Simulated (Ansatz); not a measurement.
**Single-point calculation, with input and output: CH5Ga**

CH5Ga, computed with RKS PBE-D4/def2-TZVPP (Ansatz 0.2.0).

The geometry comes from this level: PBE0-D4/def2-TZVP.

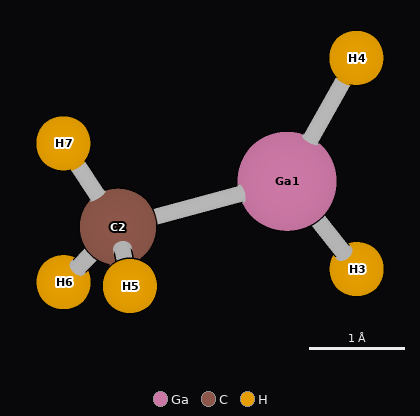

*The input geometry (ball-and-stick view, seen at a tilt; atoms are numbered from 1 in the order of the input). Sticks mark near contacts.*

Input
```yaml
crystal:
  periodic: [false, false, false]
  atoms:
    - {symbol: Ga, position_ang: [-1.119803, 0.348909, -0.049206]}
    - {symbol: C, position_ang: [0.761129, 0.894265, -0.224063]}
    - {symbol: H, position_ang: [-1.925291, -0.160710, -1.302105]}
    - {symbol: H, position_ang: [-1.854674, 0.442914, 1.339828]}
    - {symbol: H, position_ang: [0.794262, 1.961970, -0.468217]}
    - {symbol: H, position_ang: [1.267932, 0.360633, -1.029748]}
    - {symbol: H, position_ang: [1.314598, 0.756183, 0.706182]}
basis:
  gaussian: {orbitals: def2-TZVPP}
hamiltonian: {xc: pbe, dispersion: d4}
```

Launched with:
```bash
ansatz run in.yaml --threads 4 --pin off --events-out ev --progress --plain --max-ram 9574MiB
```

The program's output
```
Functional definition: PBE
  name "PBE"
  cite "Perdew, Burke & Ernzerhof, Phys. Rev. Lett. 77, 3865 (1996) doi:10.1103/PhysRevLett.77.3865"
  parent pbe
  parameter kappa = 0.804
  parameter beta = 0.06672455060314922
  exchange = pbe_x(kappa = kappa, mu = beta*pi^2/3)
  correlation = pbe_c(beta = beta)
843 factors; their error is unknown
mean field evaluation 1: about -53476.2965 eV, gradient 7.3e1 eV
mean field evaluation 2: about -53454.8290 eV, gradient 1.1e2 eV
mean field evaluation 4: about -53486.7287 eV, gradient 3.3e0 eV
mean field evaluation 8: about -53486.7457 eV, gradient 2.9e-1 eV
mean field -53486.74576500 eV, -1965.6016522455 hartree, gradient 6.1e-5 eV, S^2 0.000000; 0 other end points of the search recorded, 0 dependent functions left out
reference -53486.74580514 eV, -1965.6016537203 hartree; 21, 21 occupied and 128, 128 virtual orbitals, 843 factors
Total energy: -53486.83535795 eV, -1965.6049447255 hartree
```

Results in brief

- outcome: converged
- total energy: −53486.8354 eV
- mean-field energy: −53486.7458 eV
- dispersion energy: −0.0896 eV
- SCF solution under orbital rotations: stable
- hardware: 4 threads of Arm Neoverse V2, 23 GiB of memory available, shared host
- wall time: 0.6 s (CPU time 2.1 s)
- peak memory: 0.5 GiB
